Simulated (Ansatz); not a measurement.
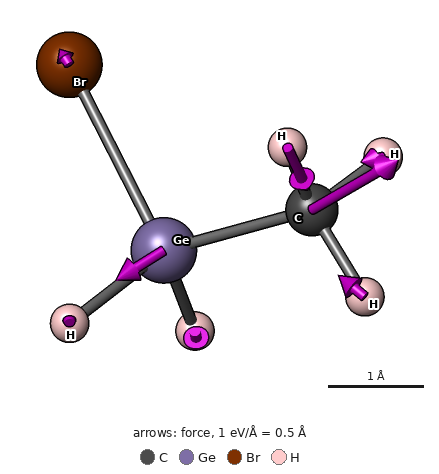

Starting geometry of CH₅BrGe (coarse preliminary run) with the computed forces as purple arrows. A ball-and-stick model, seen at a tilt.

The start comes from a force field.

Method: RKS PBE-D4/def2-SVP in Ansatz 0.2.0. (force threshold 0.03 eV/Å; at most 200 steps)

Question: Is this structure relaxed? If not, where do the atoms go?

Answer: It isn't relaxed: the largest force vector, on the C atom, is 2.93 eV/Å. The final displacements follow the starting forces only in part (cosine between the two patterns 0.65). After 3 geometry steps the energy has fallen by 17.1 kJ/mol. Largest force component: 2.7 eV/Å at the start, 0.02 eV/Å at the end. The atom that moves furthest after the best rigid fit is the C atom (0.074 Å). By element the largest moves are C 0.074 Å, H 0.065 Å, Ge 0.038 Å, Br 0.025 Å. Some distances before and after: C–Ge 1.879 → 1.957 Å, C–H 1.171 → 1.106 Å, Ge–H 1.508 → 1.552 Å, Br–Ge 2.303 → 2.341 Å. Among the angles between lasting bonds that change: H–C–H 104.7° → 109.2°, Ge–C–H 113.0° → 109.6°, C–Ge–H 109.4° → 112.3°.
